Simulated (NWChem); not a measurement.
# One shape, several levels: MgHCl (SMILES [MgH][Cl])

Aim: a comparison of 5 runs (HF/STO-3G, HF/def2-SVP, CAM-B3LYP/6-31G*, PBE0/def2-SVP, PBE/def2-TZVP) of MgHCl. 

The calculation is run with NWChem 7.3.0.

## Step 1: The system as given

MgHCl: 3 atoms, total charge 0, spin state singlet. As SMILES, `[MgH][Cl]`. Geometry: relaxed at PBE0-D4/def2-TZVP.

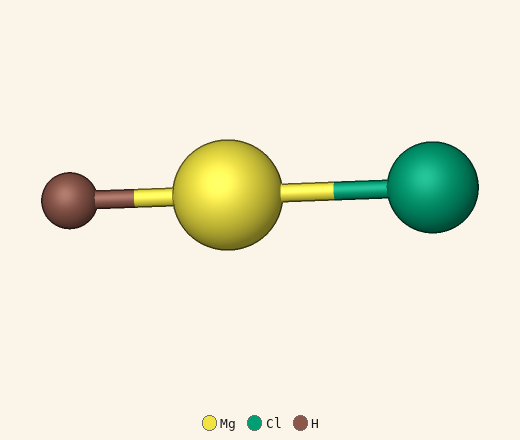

Viewed from a chosen angle; magnesium yellow, chlorine teal, hydrogen brown.

## Step 2: Energy and forces at HF/STO-3G (run 1)

mol.nw reads:

```
start mol
title "ClHMg"
memory total 2200 mb
charge 0
geometry units atomic noautosym nocenter noautoz
 Mg  -0.28345892  -0.00377945  -0.15609138
 Cl   3.33820120  -0.50172229   1.77161824
 H   -3.07552927   0.38304749  -1.64066022
end
basis spherical bse
 * library STO-3G
end
scf
 thresh 1e-08
 maxiter 80
end
task scf gradient
```

Run with:

```sh
$ nwchem mol.nw > mol.out
```

Log:

```text
[...]
  functions       =    19
[...]
  wavefunction    = RHF
[...]
         Total SCF energy =   -652.358931890580
      One-electron energy =  -1020.295230823206
      Two-electron energy =    312.486097111630
 Nuclear repulsion energy =     55.450201820996
        Time for solution =      0.1s
[...]
                         RHF ENERGY GRADIENTS
    atom               coordinates                        gradient
                 x          y          z           x          y          z
   1 Mg     -0.283459  -0.003779  -0.156091    0.025961  -0.003645   0.013778
   2 Cl      3.338201  -0.501722   1.771618    0.024555  -0.003366   0.013075
   3 H      -3.075529   0.383047  -1.640660   -0.050515   0.007011  -0.026853
[...]
```

It took 0.72 s on 1 thread of AMD EPYC 9R45 (Zen 5), shared host; peak memory 0.1 GiB.

## Step 3: Energy and forces at HF/def2-SVP (run 2)

sp.nw reads:

```
start sp
memory 2200 mb

geometry noautosym nocenter noautoz
  Mg    -0.150000    -0.002000    -0.082600
  Cl     1.766500    -0.265500     0.937500
  H     -1.627500     0.202700    -0.868200
end

basis spherical bse
  * library def2-SVP
end

scf
  thresh 1e-08
  maxiter 80
  print medium
end

task scf gradient
```

Run with:

```sh
$ nwchem sp.nw > sp.out
```

Log:

```text
[...]
  functions       =    41
[...]
  wavefunction    = RHF
[...]
         Total SCF energy =   -659.539655301197
      One-electron energy =  -1026.129262162539
      Two-electron energy =    311.139401015460
 Nuclear repulsion energy =     55.450205845882
        Time for solution =      0.6s
[...]
                         RHF ENERGY GRADIENTS
    atom               coordinates                        gradient
                 x          y          z           x          y          z
   1 Mg     -0.283459  -0.003779  -0.156091    0.006027  -0.000848   0.003198
   2 Cl      3.338201  -0.501722   1.771618   -0.006444   0.000895  -0.003425
   3 H      -3.075529   0.383047  -1.640660    0.000416  -0.000047   0.000227
[...]
```

Wall time 1.4 s (1 thread of AMD EPYC 9R45 (Zen 5), shared host); peak memory 0.099 GiB.

Runs 3 to 4 aren't shown in full; the table further down has their settings and results.

## Step 4: Energy and gradient at PBE/def2-TZVP (run 5)

clhmg.nw reads:

```
start clhmg
title "ClHMg PBE"
memory total 2200 mb
charge 0

geometry units au noautosym nocenter noautoz
  Mg    -0.28345892    -0.00377945    -0.15609138
  Cl     3.33820120    -0.50172229     1.77161824
  H     -3.07552927     0.38304749    -1.64066022
end

basis "ao basis" spherical bse
  * library def2-TZVP
end

dft
  xc xpbe96 cpbe96
  grid xfine
  convergence energy 1e-08
  maxiter 100
  mulliken
end

task dft gradient
```

Run with:

```sh
$ nwchem clhmg.nw > clhmg.out
```

Log:

```text
[...]
          Wavefunction type:  closed shell.
          No. of atoms     :     3
          No. of electrons :    30
[...]
          Charge           :     0
          Spin multiplicity:     1
[...]
          AO basis - number of functions:    75
[...]
              XC Information
              --------------
          PerdewBurkeErnzerhof Exchange Functional  1.000
            Perdew 1991 LDA Correlation Functional  1.000 local
           PerdewBurkeErnz. Correlation Functional  1.000 non-local
[...]
 d= 0,ls=0.0,diis     1   -660.5925887407 -7.16D+02  1.06D-02  8.50D-01     0.6
[...]
 d= 0,ls=0.0,diis    10   -660.6309403302 -4.75D-10  2.29D-07  3.87D-10     4.8
         Total DFT energy =     -660.630940330206
      One electron energy =    -1026.608607233373
           Coulomb energy =      355.344205228304
    Exchange-Corr. energy =      -44.816740146134
 Nuclear repulsion energy =       55.450201820996
[...]
      Total Density - Mulliken Population Analysis
     ---------------------------------------------
    Atom       Charge   Shell Charges
 -----------   ------   -------------------------------------------------------
    1 Mg  12    11.48   2.00  0.69  1.29  0.72  0.10  5.11  0.87  0.34  0.19  0.00  0.07  0.09
    2 Cl  17    17.43   2.01  0.43  1.52  1.13  0.83  4.19  1.66  1.13  2.82  1.67  0.00  0.01  0.00
    3 H    1     1.09   0.22  0.56  0.30  0.00
[...]
  wavefunction    = closed shell
                         DFT ENERGY GRADIENTS
    atom               coordinates                        gradient
                 x          y          z           x          y          z
   1 Mg     -0.283459  -0.003779  -0.156091    0.001293  -0.000192   0.000680
   2 Cl      3.338201  -0.501722   1.771618   -0.002908   0.000407  -0.001544
   3 H      -3.075529   0.383047  -1.640660    0.001615  -0.000215   0.000864
[...]
```

It took 7.2 s on 1 thread of AMD EPYC 9R45 (Zen 5), shared host; peak memory 0.13 GiB.

## Step 5: Overview of the runs

| run | level | iteration cap | module | energy (Eh) | dipole moment (D) | HOMO energy (eV) | LUMO energy (eV) | wall time |
| --- | --- | --- | --- | --- | --- | --- | --- | --- |
| 1 | HF/STO-3G | 80 | scf | -652.358932 | 3.17 | -8.40 | 9.31 | 0.72 s |
| 2 | HF/def2-SVP | 80 | scf | -659.539655 | 1.50 | -11.21 | 1.30 | 1.4 s |
| 3 | CAM-B3LYP/6-31G* (spherical functions) | 100 | dft | -660.912301 | 1.65 | – | – | 4.2 s |
| 4 | PBE0/def2-SVP | 100 | dft | -660.460309 | 1.45 | -8.27 | -0.86 | 2.4 s |
| 5 | PBE/def2-TZVP | 100 | dft | -660.630940 | 1.50 | -7.08 | -1.68 | 7.2 s |

## Step 6: Results

```
                       quantity          value
            run 5: total energy  -660.63094 Eh
           run 5: dipole moment         1.50 D
             run 5: HOMO energy       -7.08 eV
             run 5: LUMO energy       -1.68 eV
           run 5: HOMO–LUMO gap        5.40 eV
run 5: largest force on an atom     0.171 eV/Å
```

In words: The dipole moment (its size) runs from 1.45 D (PBE0/def2-SVP) to 3.17 D (HF/STO-3G). The two ends differ in method and basis. Over runs 1, 2, 4, 5 the HOMO–LUMO gap runs from 5.40 eV (PBE/def2-TZVP) to 17.71 eV (HF/STO-3G). Totals of different functionals can't be ranked against each other. In run 1 the basis is minimal, so the values are rough. All runs together took 16 s, the longest 7.2 s.
